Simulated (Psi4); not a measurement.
# SiHOF2 (SMILES O[Si](F)F): levels of theory compared

Aim: a comparison of 4 runs (UHF/def2-SVP, UHF/def2-SVPD, UB3LYP/6-31G*, UMP2/6-31+G*) of SiHOF2. 

Program for the calculation: Psi4 1.11.

1 further run of the same task is left out (set aside as unsound or not needed).

### Step 1. Starting point

SiHOF2: 5 atoms, total charge 0, spin state doublet. SMILES: `O[Si](F)F`. The shape is that of a PBE0-D4/def2-TZVP optimisation. This is one conformer, not always the lowest.

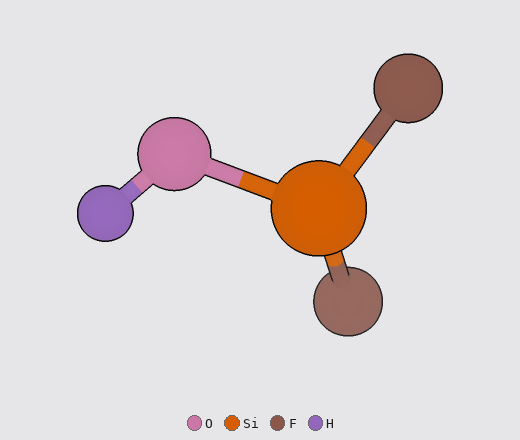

The structure, seen from a chosen angle (oxygen pink, silicon orange, fluorine brown, hydrogen purple).

### Step 2. The energy at UHF/def2-SVP (run 1)

The input, f2hosi.py:

```python
import psi4

psi4.set_memory('1600 MB')
psi4.set_num_threads(1)
psi4.set_output_file('psi4.out', False)

m = psi4.geometry("""
0 2
O      0.27363234     2.05583305    -0.40459036
Si    -0.16421720    -0.69126182     0.90442292
F      2.57399595    -1.76500420     1.45981343
F     -1.50611172    -2.59138143    -1.00344457
H     -1.17748835     2.99181440    -0.95620142
units au
symmetry c1
""")

options = {'basis': 'def2-SVP', 'reference': 'uhf', 'puream': True, 'e_convergence': 1e-09, 'd_convergence': 1e-08, 'scf_type': 'pk', 'maxiter': 200}
psi4.set_options(options)

e, wfn = psi4.energy('scf', molecule=m, return_wfn=True)
psi4.oeprop(wfn, 'DIPOLE', 'LOWDIN_CHARGES', 'MULLIKEN_CHARGES', title='SCF')
print(f'total energy {e:.8f} hartree = {e * 27.211386:.5f} eV')
```

Started as:

```console
$ python f2hosi.py
```

psi4.out:

```text
[...]
  Running in c1 symmetry.
[...]
  Nuclear repulsion =  177.109287805460980
[...]
  Multiplicity = 2
[...]
  Nalpha       = 21
  Nbeta        = 20
[...]
    Number of basis functions: 65
[...]
   @UHF iter   1:  -562.94540624499950   -8.75981e-01   8.33398e-03 ADIIS/DIIS
[...]
   @UHF iter  14:  -563.06455373210781   -1.81899e-12   4.25279e-09 DIIS
[...]
   @S^2 Observed:                7.525880676E-01
[...]
  @UHF Final Energy:  -563.06455373210781
   => Energetics <=
    Nuclear Repulsion Energy =            177.1092878054609798
    One-Electron Energy =               -1136.1109330103536195
    Two-Electron Energy =                 395.9370914727848572
    Total Energy =                       -563.0645537321076972
  UHF NO Occupations:
  HONO-2 :   19  A 1.9997699
  HONO-1 :   20  A 1.9991571
[...]
 Multipole Moments:
 ------------------------------------------------------------------------------------
     Multipole            Electronic (a.u.)      Nuclear  (a.u.)        Total (a.u.)
 ------------------------------------------------------------------------------------
 L = 1.  Multiply by 2.5417464519 to convert [e a0] to [Debye]
 Dipole X            :          0.0940705           -1.0073125           -0.9132419
 Dipole Y            :         -2.5885613            3.2666125            0.6780513
 Dipole Z            :          0.7643196           -0.5366228            0.2276968
 Magnitude           :                                                    1.1600044
[...]
  Mulliken Charges: (a.u.)
   Center  Symbol    Alpha    Beta     Spin     Total
       1     O     4.29149  4.23187  0.05961 -0.52336
       2    SI     6.84648  5.95412  0.89236  1.19941
       3     F     4.73792  4.71146  0.02646 -0.44938
       4     F     4.74391  4.71546  0.02845 -0.45937
       5     H     0.38021  0.38709 -0.00688  0.23271
   Total alpha = 21.00000, Total beta = 20.00000, Total charge = -0.00000
  Lowdin Charges: (a.u.)
   Center  Symbol    Alpha    Beta     Spin     Total
       1     O     4.15893  4.09120  0.06773 -0.25013
[...]
```

On the terminal:

```text
total energy -563.06455373 hartree = -15321.76691 eV
```

Run time: 2.5 s. Hardware: 1 thread of Intel Xeon Platinum 8259CL at 2.50GHz (Skylake/Cascade Lake), shared host; peak memory 0.22 GiB.

### Step 3. Energy and gradient at UHF/def2-SVPD (run 2)

The input, f2hosi.py:

```python
import psi4

psi4.set_memory(1600000000)
psi4.set_num_threads(1)
psi4.core.set_output_file('output.dat', False)

geom = psi4.geometry("""
0 2
O
Si 1 1.626887
F 2 1.583928 1 105.62012
F 2 1.592032 3 107.40597 1 118.49372
H 1 0.95927 2 118.48451 3 177.35451
symmetry c1
no_reorient
no_com
""")

psi4.set_options(dict(reference='uhf', puream=True, e_convergence=1e-09, d_convergence=1e-08, scf_type='pk', maxiter=200))

result, w = psi4.gradient('scf/def2-SVPD', molecule=geom, return_wfn=True)
psi4.oeprop(w, 'DIPOLE', 'MAYER_INDICES', 'WIBERG_LOWDIN_INDICES')
print('gradient / Eh bohr^-1')
print(result.np.round(6))
print(f'energy = {w.energy():.10f} Eh')
```

Started as:

```console
$ python f2hosi.py
```

output.dat:

```text
[...]
  Running in c1 symmetry.
[...]
  Nuclear repulsion =  177.109291194764381
[...]
  Multiplicity = 2
[...]
  Nalpha       = 21
  Nbeta        = 20
[...]
    Number of basis functions: 101
[...]
   @UHF iter   1:  -562.96230146477649   -8.03875e-01   5.66495e-03 ADIIS/DIIS
[...]
   @UHF iter  13:  -563.09365618762422   -7.16227e-12   6.78049e-09 DIIS
[...]
   @S^2 Observed:                7.523897123E-01
[...]
  @UHF Final Energy:  -563.09365618762422
   => Energetics <=
    Nuclear Repulsion Energy =            177.1092911947643813
    One-Electron Energy =               -1135.6772200325826816
    Two-Electron Energy =                 395.4742726501940524
    Total Energy =                       -563.0936561876242195
  UHF NO Occupations:
  HONO-2 :   19  A 1.9998039
  HONO-1 :   20  A 1.9991996
[...]
  -Total Gradient:
     Atom            X                  Y                   Z
    ------   -----------------  -----------------  -----------------
       1        0.001388482775    -0.018879540626     0.009851407799
       2       -0.009499172265    -0.003888921084     0.002387360903
       3        0.000593452729     0.009854589522    -0.003711133098
       4        0.008237183059    -0.003376254085    -0.002974753306
       5       -0.000719946298     0.016290126271    -0.005552882298
[...]
 Multipole Moments:
 ------------------------------------------------------------------------------------
     Multipole            Electronic (a.u.)      Nuclear  (a.u.)        Total (a.u.)
 ------------------------------------------------------------------------------------
 L = 1.  Multiply by 2.5417464519 to convert [e a0] to [Debye]
 Dipole X            :         -0.4993325            0.9405304            0.4411980
 Dipole Y            :         -0.5529824            1.4371550            0.8841726
 Dipole Z            :          2.6009097           -3.0038956           -0.4029858
 Magnitude           :                                                    1.0671525
[...]
```

On the terminal:

```text
gradient / Eh bohr^-1
[[ 0.001388 -0.01888   0.009851]
 [-0.009499 -0.003889  0.002387]
 [ 0.000593  0.009855 -0.003711]
 [ 0.008237 -0.003376 -0.002975]
 [-0.00072   0.01629  -0.005553]]
energy = -563.0936561876 Eh
```

Wall time 9.6 s (1 thread of Intel Xeon Platinum 8259CL at 2.50GHz (Skylake/Cascade Lake), shared host); peak memory 0.38 GiB.

Run 3 isn't shown in full; the table further down has it.

### Step 4. A single-point energy at UMP2/6-31+G(d) (spherical functions) (run 4)

The input, run_ase.py:

```python
import numpy as np
from ase.calculators.psi4 import Psi4
from ase import Atoms

atoms = Atoms(['O', 'Si', 'F', 'F', 'H'], positions=[
    [0.144800, 1.087900, -0.214100],
    [-0.086900, -0.365800, 0.478600],
    [1.362100, -0.934000, 0.772500],
    [-0.797000, -1.371300, -0.531000],
    [-0.623100, 1.583200, -0.506000],
])
calc = Psi4(atoms=atoms, method='mp2', basis='6-31+G*', memory='1600MB', num_threads=1, charge=0, multiplicity=2, label='psi4-calc', reference='uhf')
calc.psi4.set_options({'puream': True, 'e_convergence': 1e-09, 'd_convergence': 1e-08, 'scf_type': 'pk', 'num_frozen_docc': 8, 'mp2_type': 'conv', 'maxiter': 200})
atoms.calc = calc

print(f'energy: {atoms.get_potential_energy():.6f} eV')
```

Started as:

```console
$ python run_ase.py
```

psi4-calc.dat:

```text
[...]
  Running in c1 symmetry.
[...]
  Nuclear repulsion =  177.109287461459019
[...]
  Multiplicity = 2
[...]
  Nalpha       = 21
  Nbeta        = 20
[...]
    Number of basis functions: 78
[...]
   @UHF iter   1:  -563.24705907364864   -8.89785e-01   7.44026e-03 ADIIS/DIIS
[...]
   @UHF iter  13:  -563.38013185785519   -5.34328e-12   7.48650e-09 DIIS
[...]
   @S^2 Observed:                7.524992394E-01
[...]
    Orbital Energies [Eh]
    ---------------------
    Alpha Occupied:
       1A    -68.897477     2A    -26.319732     3A    -26.317103
       4A    -20.608810     5A     -6.243340     6A     -4.352763
       7A     -4.347732     8A     -4.346967     9A     -1.627888
      10A     -1.608520    11A     -1.393235    12A     -0.827452
      13A     -0.757351    14A     -0.735241    15A     -0.710643
      16A     -0.687369    17A     -0.673031    18A     -0.657592
      19A     -0.613406    20A     -0.565248    21A     -0.397345
    Alpha Virtual:
      22A      0.056004    23A      0.076036    24A      0.076751
      25A      0.084242    26A      0.170526    27A      0.195300
[...]
  @UHF Final Energy:  -563.38013185785519
   => Energetics <=
    Nuclear Repulsion Energy =            177.1092874614590187
    One-Electron Energy =               -1136.2137794214445421
    Two-Electron Energy =                 395.7243601021305039
    Total Energy =                       -563.3801318578550763
  UHF NO Occupations:
  HONO-2 :   19  A 1.9997912
  HONO-1 :   20  A 1.9991700
[...]
 Multipole Moments:
 ------------------------------------------------------------------------------------
     Multipole            Electronic (a.u.)      Nuclear  (a.u.)        Total (a.u.)
 ------------------------------------------------------------------------------------
 L = 1.  Multiply by 2.5417464519 to convert [e a0] to [Debye]
 Dipole X            :          0.0955818           -1.0073125           -0.9117307
 Dipole Y            :         -2.6089628            3.2666125            0.6576497
 Dipole Z            :          0.7333359           -0.5366228            0.1967132
 Magnitude           :                                                    1.1412502
[...]
	SCS-MP2 Total Energy (a.u.)        :  -563.95448504646390
	SOS-MP2 Total Energy (a.u.)        :  -563.89827724120914
	SCSN-MP2 Total Energy (a.u.)       :  -563.67690906960013
[...]
	SOS-PI-MP2 Total Energy (a.u.)     :  -563.98463480510145
[...]
	MP2 Total Energy (a.u.)            :  -563.98054309308100
[...]
```

The script printed:

```text
energy: -15346.692268 eV
```

It took 5.7 s on 1 thread of Intel Xeon Platinum 8259CL at 2.50GHz (Skylake/Cascade Lake), shared host; peak memory 0.35 GiB.

### Step 5. Overview of the runs

| run | level | task | integration grid | energy (Eh) | dipole moment (D) | HOMO energy (eV) | LUMO energy (eV) | wall time |
| --- | --- | --- | --- | --- | --- | --- | --- | --- |
| 1 | UHF/def2-SVP | energy | – | -563.064554 | 2.95 | -10.64 | 1.18 | 2.5 s |
| 2 | UHF/def2-SVPD | gradient | – | -563.093656 | 2.71 | -10.82 | 0.59 | 9.6 s |
| 3 | UB3LYP/6-31G* (spherical functions) | energy | 99 radial × 590 angular | -565.095370 | 2.47 | -6.47 | -3.06 | 16 s |
| 4 | UMP2/6-31+G* (spherical functions) | energy | – | -563.980543 | – | -10.81 | 0.38 | 5.7 s |

### Step 6. Outcome

```
                                                         quantity          value
                                              run 4: total energy  -563.98054 Eh
run 4: HOMO energy (Hartree–Fock orbitals) (highest over α and β)      -10.81 eV
 run 4: LUMO energy (Hartree–Fock orbitals) (lowest over α and β)        0.38 eV
               run 4: correlation energy (8 core orbitals frozen)     -600.4 mEh
                         run 4: ⟨S²⟩ of the reference determinant          0.752
```

What this shows: Over runs 1, 2, 3 the dipole moment (its size) runs from 2.47 D (UB3LYP/6-31G*) to 2.95 D (UHF/def2-SVP). The two ends differ in method and basis. All runs together took 34 s, the longest 16 s.
